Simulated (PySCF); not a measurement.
Run report: ZnF, single-point calculation

- system: ZnF, multiplicity 2
- method: UHF/6-31g, ccsd(t) (PySCF 2.14.0)

Some settings of this run were made unusual or wrong on purpose.

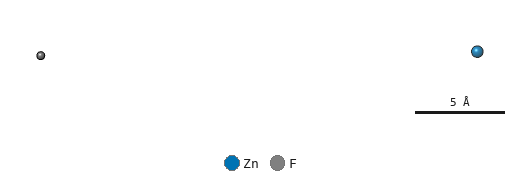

Fig. 1: The structure (ball-and-stick view, seen at an oblique angle).

**Outcome**

| quantity | value |
| --- | --- |
| outcome | converged |
| SCF energy | −1876.841795 hartree |
| (T) correction | −0.005199 hartree |
| ⟨S²⟩ | 0.751 |
| dipole moment | 0.00 D |
| hardware | 1 CPU thread, shared host |
| wall time | 2.3 s |

**Diagnosis**

Some settings of this run were drawn to be unusual or wrong. It converged; results that depend on the unusual settings are not reference values.

**The input**
```python
from pyscf import gto, scf, cc

mol = gto.M(
    atom='Zn 0 0 0; F 0 0 25',
    basis='6-31g',
    charge=0,
    spin=1,
    verbose=4,
)
mf = scf.UHF(mol)
mf = mf.density_fit(auxbasis='def2-universal-jkfit')
mf.kernel()
mycc = cc.CCSD(mf, frozen=6)
mycc.kernel()
mycc.ccsd_t()
mf.dip_moment()
print('orbital energies (hartree):', [e[max(0, n-3):n+3].round(4) for e, n in zip(mf.mo_energy, mol.nelec)])
```

Command:
```bash
OMP_NUM_THREADS=1 python input.py
```

**What the program printed**
```
PySCF version 2.14.0

[INPUT] verbose = 4
[INPUT] num. atoms = 2
[INPUT] num. electrons = 39
[INPUT] charge = 0
[INPUT] spin (= nelec alpha-beta = 2S) = 1
[INPUT] symmetry False subgroup None
[INPUT] Mole.unit = angstrom
[INPUT] Symbol           X                Y                Z      unit          X                Y                Z       unit  Magmom
[INPUT]  1 Zn     0.000000000000   0.000000000000   0.000000000000 AA    0.000000000000   0.000000000000   0.000000000000 Bohr   0.0
[INPUT]  2 F      0.000000000000   0.000000000000  25.000000000000 AA    0.000000000000   0.000000000000  47.243153114127 Bohr   0.0

nuclear repulsion = 5.715113877936
number of shells = 16
number of NR pGTOs = 112
number of NR cGTOs = 36
basis = 6-31g
ecp = {}

******** <class 'pyscf.df.df_jk.DFUHF'> ********
method = DFUHF
initial guess = minao
damping factor = 0
level_shift factor = 0
DIIS = <class 'pyscf.scf.diis.CDIIS'>
diis_start_cycle = 1
diis_space = 8
diis_damp = 0
SCF conv_tol = 1e-09
SCF conv_tol_grad = None
SCF max_cycles = 50
direct_scf = False
number electrons alpha = 20  beta = 19
Set gradient conv threshold to 3.16228e-05
******** <class 'pyscf.df.df.DF'> ********
auxbasis = def2-universal-jkfit
init E= -1876.01077742252
  alpha nocc = 20  HOMO = -0.295464462176089  LUMO = 0.05543565368836
  beta  nocc = 19  HOMO = -0.615749439951839  LUMO = -0.295464462176089

WARN: HOMO -0.295464462176089 >= LUMO -0.295464462176089

cycle= 1 E= -1876.49152123213  delta_E= -0.481  |g|= 0.534  |ddm|= 0.759
  alpha nocc = 20  HOMO = -0.160002931310372  LUMO = 0.0509724098310214

WARN: beta  nocc = 19  HOMO -0.109995698937113 >= LUMO -0.109878574349294

WARN: HOMO -0.109995698937113 >= LUMO -0.109878574349294

cycle= 2 E= -1862.67962102563  delta_E= 13.8  |g|= 1.64  |ddm|= 2.34
  alpha nocc = 20  HOMO = -0.333176816167997  LUMO = 0.0540676168339877
  beta  nocc = 19  HOMO = -0.665072093248805  LUMO = -0.0667790648046518
  HOMO = -0.333176816168  LUMO = -0.0667790648047  gap/eV = 7.24905
cycle= 3 E= -1876.47120330869  delta_E= -13.8  |g|= 0.595  |ddm|= 2.34
  alpha nocc = 20  HOMO = -0.341000053471819  LUMO = 0.0480420270097455
  beta  nocc = 19  HOMO = -0.644421329044903  LUMO = -0.0732786006993167
  HOMO = -0.341000053472  LUMO = -0.0732786006993  gap/eV = 7.28507
cycle= 4 E= -1876.47693916376  delta_E= -0.00574  |g|= 0.582  |ddm|= 0.0153
  alpha nocc = 20  HOMO = -0.258156773840228  LUMO = -0.0709965580265268
  beta  nocc = 19  HOMO = -0.258156773840227  LUMO = -0.212998532705726
  HOMO = -0.25815677384  LUMO = -0.212998532706  gap/eV = 1.22882
cycle= 5 E= -1876.56830364064  delta_E= -0.0914  |g|= 0.189  |ddm|= 0.243
  alpha nocc = 20  HOMO = -0.149657518523483  LUMO = -0.102915069373438

WARN: beta  nocc = 19  HOMO -0.106456443887558 >= LUMO -0.106456443887553

WARN: HOMO -0.106456443887558 >= LUMO -0.106456443887553

cycle= 6 E= -1871.22998111434  delta_E= 5.34  |g|= 1.57  |ddm|= 1.86
  alpha nocc = 20  HOMO = -0.149421570992769  LUMO = -0.102435330304887

WARN: beta  nocc = 19  HOMO -0.108073979137605 >= LUMO -0.107202072541263

WARN: HOMO -0.108073979137605 >= LUMO -0.107202072541263

cycle= 7 E= -1871.23117960853  delta_E= -0.0012  |g|= 1.57  |ddm|= 0.00132
  alpha nocc = 20  HOMO = -0.280898729979389  LUMO = -0.0385037595024291
  beta  nocc = 19  HOMO = -0.304061194074329  LUMO = -0.196259903717062
  HOMO = -0.280898729979  LUMO = -0.196259903717  gap/eV = 2.30314
cycle= 8 E= -1876.56080419088  delta_E= -5.33  |g|= 0.248  |ddm|= 1.86
  alpha nocc = 20  HOMO = -0.265435759909504  LUMO = -0.0326369609133206
  beta  nocc = 19  HOMO = -0.301027226017689  LUMO = -0.188134936676529
  HOMO = -0.26543575991  LUMO = -0.188134936677  gap/eV = 2.10346
cycle= 9 E= -1876.55910650887  delta_E= 0.0017  |g|= 0.25  |ddm|= 0.0416
  alpha nocc = 20  HOMO = -0.259983811361511  LUMO = -0.0349632005680318
  beta  nocc = 19  HOMO = -0.294345634505399  LUMO = -0.189957817952064
  HOMO = -0.259983811362  LUMO = -0.189957817952  gap/eV = 1.90550
cycle= 10 E= -1876.5604659016  delta_E= -0.00136  |g|= 0.242  |ddm|= 0.00721
  alpha nocc = 20  HOMO = -0.1616718898689  LUMO = -0.0546689603217216

WARN: beta  nocc = 19  HOMO -0.119397554167075 >= LUMO -0.119254565353483

WARN: HOMO -0.119397554167075 >= LUMO -0.119254565353483

cycle= 11 E= -1862.71621173981  delta_E= 13.8  |g|= 1.58  |ddm|= 2.33
  alpha nocc = 20  HOMO = -0.143228845954319  LUMO = -0.0932777325236648
  beta  nocc = 19  HOMO = -0.152213622867829  LUMO = -0.125932153811372
  HOMO = -0.143228845954  LUMO = -0.125932153811  gap/eV = 0.47067
cycle= 12 E= -1871.27634971082  delta_E= -8.56  |g|= 1.54  |ddm|=  1.4
  alpha nocc = 20  HOMO = -0.146196277068836  LUMO = -0.0975613111046018
  beta  nocc = 19  HOMO = -0.132980355900014  LUMO = -0.11450807536535
  HOMO = -0.1329803559  LUMO = -0.114508075365  gap/eV = 0.50266
cycle= 13 E= -1871.2539976263  delta_E= 0.0224  |g|= 1.56  |ddm|= 0.019
  alpha nocc = 20  HOMO = -0.158099660445312  LUMO = -0.0663739487244679

WARN: beta  nocc = 19  HOMO -0.113425191523407 >= LUMO -0.113425191113132

WARN: HOMO -0.113425191523407 >= LUMO -0.113425191113132

cycle= 14 E= -1862.73409761149  delta_E= 8.52  |g|= 1.57  |ddm|= 1.41
  alpha nocc = 20  HOMO = -0.156210705627245  LUMO = -0.0742945002170536

WARN: beta  nocc = 19  HOMO -0.110955579460512 >= LUMO -0.110689674676391

WARN: HOMO -0.110955579460512 >= LUMO -0.110689674676391

cycle= 15 E= -1862.74283030561  delta_E= -0.00873  |g|= 1.57  |ddm|= 1.04
  alpha nocc = 20  HOMO = -0.157157124352008  LUMO = -0.0707278747839846

WARN: beta  nocc = 19  HOMO -0.112201005064353 >= LUMO -0.112080732762568

WARN: HOMO -0.112201005064353 >= LUMO -0.112080732762568

cycle= 16 E= -1862.73835481085  delta_E= 0.00448  |g|= 1.57  |ddm|= 1.04
  alpha nocc = 20  HOMO = -0.160706247711331  LUMO = -0.0665600195977403
  beta  nocc = 19  HOMO = -0.121157058925992  LUMO = -0.118447788232118
  HOMO = -0.121157058926  LUMO = -0.118447788232  gap/eV = 0.07372
cycle= 17 E= -1862.72213189603  delta_E= 0.0162  |g|= 1.58  |ddm|= 0.0326
  alpha nocc = 20  HOMO = -0.296459800476537  LUMO = 0.144838909890653
  beta  nocc = 19  HOMO = -0.647816427587476  LUMO = -0.0562656542010855
  HOMO = -0.296459800477  LUMO = -0.0562656542011  gap/eV = 6.53602
cycle= 18 E= -1876.43110745325  delta_E= -13.7  |g|= 0.624  |ddm|= 2.41
  alpha nocc = 20  HOMO = -0.0772725773768781  LUMO = 0.35530409671085
  beta  nocc = 19  HOMO = -0.393592410881173  LUMO = 0.105571183871666
  HOMO = -0.0772725773769  LUMO = 0.105571183872  gap/eV = 4.97543
cycle= 19 E= -1876.13454599727  delta_E= 0.297  |g|= 1.05  |ddm|= 0.564
  alpha nocc = 20  HOMO = -0.149269630523662  LUMO = -0.0875231895399767
  beta  nocc = 19  HOMO = -0.179021184713115  LUMO = -0.0876672509420621
  HOMO = -0.149269630524  LUMO = -0.0876672509421  gap/eV = 1.67629
cycle= 20 E= -1871.28552250948  delta_E= 4.85  |g|= 1.54  |ddm|= 2.18
  alpha nocc = 20  HOMO = -0.143199396969293  LUMO = -0.0884551058696937
  beta  nocc = 19  HOMO = -0.184892940957104  LUMO = -0.121940085650545
  HOMO = -0.143199396969  LUMO = -0.121940085651  gap/eV = 0.57850
cycle= 21 E= -1871.2950807388  delta_E= -0.00956  |g|= 1.53  |ddm|= 0.0632
  alpha nocc = 20  HOMO = -0.14335886412582  LUMO = -0.0823547382494826
  beta  nocc = 19  HOMO = -0.203102237328889  LUMO = -0.110585079851473
  HOMO = -0.143358864126  LUMO = -0.110585079851  gap/eV = 0.89182
cycle= 22 E= -1871.30912471099  delta_E= -0.014  |g|= 1.52  |ddm|= 0.0222
  alpha nocc = 20  HOMO = -0.143535967788735  LUMO = -0.0869212391590563
  beta  nocc = 19  HOMO = -0.188715637327842  LUMO = -0.1111637354677
  HOMO = -0.143535967789  LUMO = -0.111163735468  gap/eV = 0.88089
cycle= 23 E= -1871.29615263608  delta_E= 0.013  |g|= 1.53  |ddm|= 0.0189
  alpha nocc = 20  HOMO = -0.139455789084661  LUMO = -0.0830692654358161
  beta  nocc = 19  HOMO = -0.205608111104835  LUMO = -0.151460331978679

WARN: HOMO -0.139455789084661 >= LUMO -0.151460331978679

cycle= 24 E= -1876.76434944002  delta_E= -5.47  |g|= 0.468  |ddm|= 1.59
  alpha nocc = 20  HOMO = -0.141407966751565  LUMO = -0.0766258191115652
  beta  nocc = 19  HOMO = -0.229103817497079  LUMO = -0.105087299462438
  HOMO = -0.141407966752  LUMO = -0.105087299462  gap/eV = 0.98834
cycle= 25 E= -1876.76501639547  delta_E= -0.000667  |g|= 0.466  |ddm|= 0.0369
  alpha nocc = 20  HOMO = -0.207249553808842  LUMO = -0.0627129236761705
  beta  nocc = 19  HOMO = -0.219546683035041  LUMO = -0.160085498456923
  HOMO = -0.207249553809  LUMO = -0.160085498457  gap/eV = 1.28340
cycle= 26 E= -1876.78214339256  delta_E= -0.0171  |g|= 0.406  |ddm|= 0.046
  alpha nocc = 20  HOMO = -0.256759934882784  LUMO = 0.101151245010967
  beta  nocc = 19  HOMO = -0.22289250727076  LUMO = -0.117791273344108
  HOMO = -0.222892507271  LUMO = -0.117791273344  gap/eV = 2.85995
cycle= 27 E= -1876.83255358594  delta_E= -0.0504  |g|= 0.136  |ddm|= 0.523
  alpha nocc = 20  HOMO = -0.250221077679755  LUMO = 0.0993798106469095
  beta  nocc = 19  HOMO = -0.236600755592065  LUMO = -0.0853331619038054
  HOMO = -0.236600755592  LUMO = -0.0853331619038  gap/eV = 4.11620
cycle= 28 E= -1876.83324017606  delta_E= -0.000687  |g|= 0.138  |ddm|= 0.0714
  alpha nocc = 20  HOMO = -0.265419703321392  LUMO = 0.078421217900454
  beta  nocc = 19  HOMO = -0.263514937499376  LUMO = 0.0106608224929681
  HOMO = -0.263514937499  LUMO = 0.010660822493  gap/eV = 7.46070
cycle= 29 E= -1876.83914264909  delta_E= -0.0059  |g|= 0.0658  |ddm|= 0.074
  alpha nocc = 20  HOMO = -0.277705394642438  LUMO = 0.0645555175359642
  beta  nocc = 19  HOMO = -0.278514713021346  LUMO = 0.0645553999557584
  HOMO = -0.277705394642  LUMO = 0.0645553999558  gap/eV = 9.31339
cycle= 30 E= -1876.84114297306  delta_E= -0.002  |g|= 0.0167  |ddm|= 0.0588
  alpha nocc = 20  HOMO = -0.284311521696502  LUMO = 0.0589463696889542
  beta  nocc = 19  HOMO = -0.283951548682918  LUMO = 0.0589462310565194
  HOMO = -0.283951548683  LUMO = 0.0589462310565  gap/eV = 9.33072
cycle= 31 E= -1876.84147082033  delta_E= -0.000328  |g|= 0.00444  |ddm|= 0.0352
  alpha nocc = 20  HOMO = -0.282825941763731  LUMO = 0.0597139748951972
  beta  nocc = 19  HOMO = -0.282845807377  LUMO = 0.0597135990492252
  HOMO = -0.282825941764  LUMO = 0.0597135990492  gap/eV = 9.32098
cycle= 32 E= -1876.84164565595  delta_E= -0.000175  |g|= 0.00254  |ddm|= 0.0267
  alpha nocc = 20  HOMO = -0.283433023198095  LUMO = 0.0596903610139188
  beta  nocc = 19  HOMO = -0.282777949623693  LUMO = 0.0596902203757767
  HOMO = -0.282777949624  LUMO = 0.0596902203758  gap/eV = 9.31903
cycle= 33 E= -1876.84178895465  delta_E= -0.000143  |g|= 0.000585  |ddm|= 0.0456
  alpha nocc = 20  HOMO = -0.282680945325964  LUMO = 0.0596982823818205
  beta  nocc = 19  HOMO = -0.282664525609441  LUMO = 0.0596981826521432
  HOMO = -0.282664525609  LUMO = 0.0596981826521  gap/eV = 9.31616
cycle= 34 E= -1876.84179475591  delta_E= -5.8e-06  |g|= 0.000103  |ddm|= 0.0106
  alpha nocc = 20  HOMO = -0.282665117879714  LUMO = 0.0597047127953879
  beta  nocc = 19  HOMO = -0.282654022220074  LUMO = 0.0596951308046049
  HOMO = -0.28265402222  LUMO = 0.0596951308046  gap/eV = 9.31579
cycle= 35 E= -1876.84179478244  delta_E= -2.65e-08  |g|= 1.59e-05  |ddm|= 0.000596
  alpha nocc = 20  HOMO = -0.282675820843461  LUMO = 0.0597063142300942
  beta  nocc = 19  HOMO = -0.282674048783822  LUMO = 0.0597062781451353
  HOMO = -0.282674048784  LUMO = 0.0597062781451  gap/eV = 9.31664
cycle= 36 E= -1876.84179478287  delta_E= -4.35e-10  |g|= 3.04e-06  |ddm|= 7.82e-05
  alpha nocc = 20  HOMO = -0.282671689603943  LUMO = 0.0597068948684011
  beta  nocc = 19  HOMO = -0.282670342408901  LUMO = 0.0597068576992406
  HOMO = -0.282670342409  LUMO = 0.0597068576992  gap/eV = 9.31656
Extra cycle  E= -1876.84179478289  delta_E= -1.89e-11  |g|= 1.5e-06  |ddm|= 1.11e-05
converged SCF energy = -1876.84179478289  <S^2> = 0.75090581  2S+1 = 2.0009056

******** <class 'pyscf.cc.dfuccsd.UCCSD'> ********
CC2 = 0
CCSD nocc = (np.int64(14), np.int64(13)), nmo = (30, 30)
frozen orbitals 6
max_cycle = 50
direct = 0
conv_tol = 1e-07
conv_tol_normt = 1e-06
diis_space = 6
diis_start_cycle = 0
diis_start_energy_diff = 1e+09
Init t2, MP2 energy = -0.315849212784535
Init E_corr(UCCSD) = -0.315849212787814
cycle = 1  E_corr(UCCSD) = -0.292338553577096  dE = 0.0235106592  norm(t1,t2) = 0.0790867
cycle = 2  E_corr(UCCSD) = -0.3057288171111  dE = -0.0133902635  norm(t1,t2) = 0.0300914
cycle = 3  E_corr(UCCSD) = -0.305152675668452  dE = 0.000576141443  norm(t1,t2) = 0.0118554
cycle = 4  E_corr(UCCSD) = -0.306888528891001  dE = -0.00173585322  norm(t1,t2) = 0.00408126
cycle = 5  E_corr(UCCSD) = -0.306881813910355  dE = 6.71498065e-06  norm(t1,t2) = 0.000443701
cycle = 6  E_corr(UCCSD) = -0.306875664859092  dE = 6.14905126e-06  norm(t1,t2) = 0.000151648
cycle = 7  E_corr(UCCSD) = -0.306878161260076  dE = -2.49640098e-06  norm(t1,t2) = 6.42104e-05
cycle = 8  E_corr(UCCSD) = -0.306881435771711  dE = -3.27451164e-06  norm(t1,t2) = 1.39958e-05
cycle = 9  E_corr(UCCSD) = -0.306881187398597  dE = 2.48373114e-07  norm(t1,t2) = 2.8559e-06
cycle = 10  E_corr(UCCSD) = -0.306881200769946  dE = -1.33713488e-08  norm(t1,t2) = 7.95091e-07
```

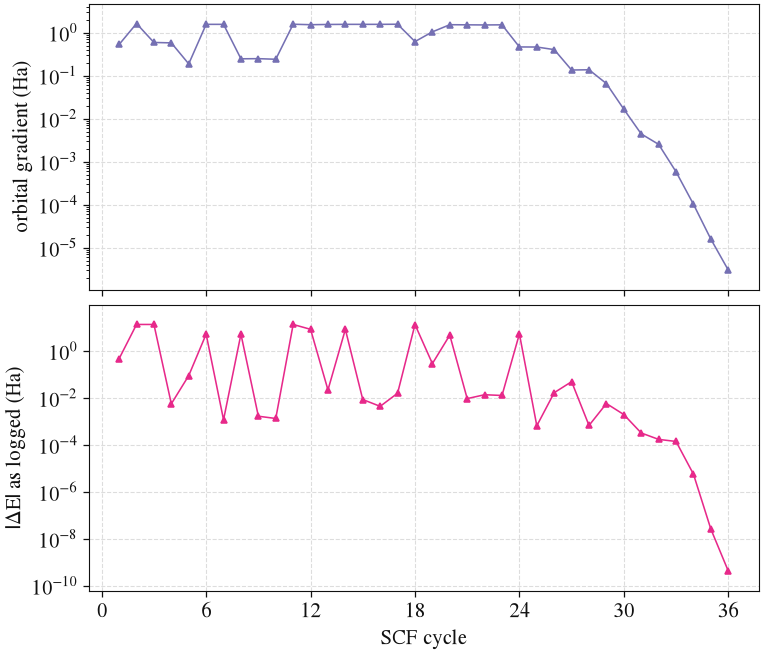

Fig. 2: Convergence of the self-consistent field: orbital gradient and size of the energy change against the SCF cycle. The residual lingers near 1.5 from about step 11 to 26 before it falls again.

```
UCCSD converged
E(UCCSD) = -1877.148675983661  E_corr = -0.3068812007699462
UCCSD(T) correction = -0.00519903242400499
Dipole moment(X, Y, Z, Debye): -0.00000, -0.00000,  0.00005
orbital energies (hartree): [array([-0.7195, -0.7195, -0.2827,  0.0597,  0.0597,  0.0597]), array([-0.6629, -0.6629, -0.2827,  0.0597,  0.0597,  0.0597])]
```
